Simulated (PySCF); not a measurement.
## Electronic structure of C₂H₁₂O₂Si₄ in real space

```yaml
atoms:
  - { symbol: Si, position_ang: [2.6159, 0.9871, 0.3772] }
  - { symbol: O, position_ang: [1.7553, -0.3175, 0.7792] }
  - { symbol: Si, position_ang: [0.4722, -1.3165, 0.6949] }
  - { symbol: C, position_ang: [0.1123, -1.6387, -1.1436] }
  - { symbol: Si, position_ang: [-0.6557, -0.1061, -1.9794] }
  - { symbol: Si, position_ang: [-2.1950, 0.7650, -0.4780] }
  - { symbol: C, position_ang: [-1.4169, 0.5759, 1.2686] }
  - { symbol: O, position_ang: [-0.8121, -0.6910, 1.4515] }
  - { symbol: H, position_ang: [1.7287, 2.1544, 0.3149] }
  - { symbol: H, position_ang: [3.6065, 1.1089, 1.4420] }
  - { symbol: H, position_ang: [3.2176, 0.7426, -0.9347] }
  - { symbol: H, position_ang: [0.7811, -2.4539, 1.5395] }
  - { symbol: H, position_ang: [1.0181, -1.9492, -1.6609] }
  - { symbol: H, position_ang: [-0.5849, -2.4729, -1.2182] }
  - { symbol: H, position_ang: [-1.2381, -0.5223, -3.2699] }
  - { symbol: H, position_ang: [0.4165, 0.8476, -2.3182] }
  - { symbol: H, position_ang: [-3.4920, 0.0706, -0.4251] }
  - { symbol: H, position_ang: [-2.5104, 2.1984, -0.5861] }
  - { symbol: H, position_ang: [-2.1631, 0.6763, 2.0614] }
  - { symbol: H, position_ang: [-0.6612, 1.3521, 1.4369] }
```

Geometry: GFN2-xTB.

These are results of PBE0/pcSseg-1, SCF density, gas phase, non-relativistic (PySCF 2.14.0), not measurements.

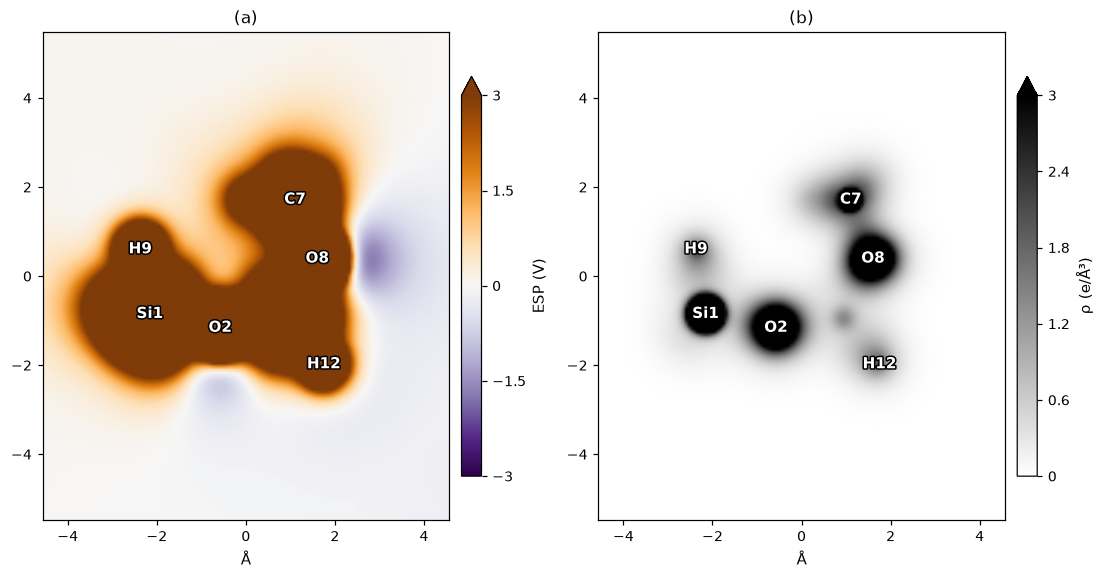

Figure 1. (a) electrostatic potential; (b) electron density on the plane of atoms O2, Si1 and H9.

**Interpret the plot.**

- The section cuts through Si, O, C and H sites.
- C–O (1.42 Å): ρ is about 2 e/Å³ halfway, with its minimum of 1.7 e/Å³ about 0.5 Å from C.
- Si–O (1.61 Å): ρ is about 1.2 e/Å³ halfway.
- Si–H (1.47 Å): ρ at the midpoint is about 0.81 e/Å³.
- Outside the dense part of the molecule the potential is most negative (−1.7 V) near O8.

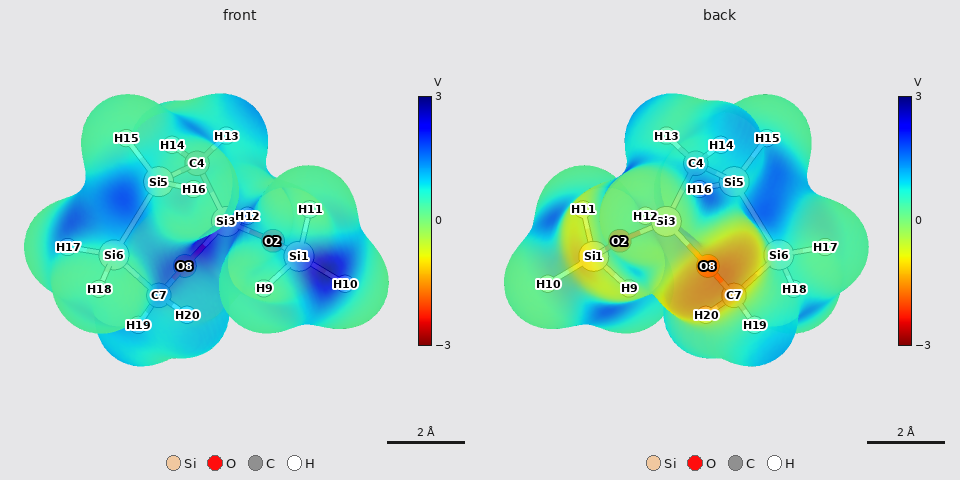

Figure 2. The electrostatic potential painted on the density surface at 0.004 e/bohr³, seen from the front and from behind; red is negative and blue positive.

**Which sites attract a positive test charge, and which a negative one?**

A positive charge is drawn to the negative regions and a negative charge to the positive ones. The most negative region (about −1.5 V, or −35 kcal/mol for a unit charge) lies over O8, the most positive (about +2.4 V, or +55 kcal/mol for a unit charge) over Si1, Si3 and Si5. O8 is the likeliest acceptor of a hydrogen bond.

**How polar is the molecule by this calculation?**

Its dipole moment is 1.28 D.
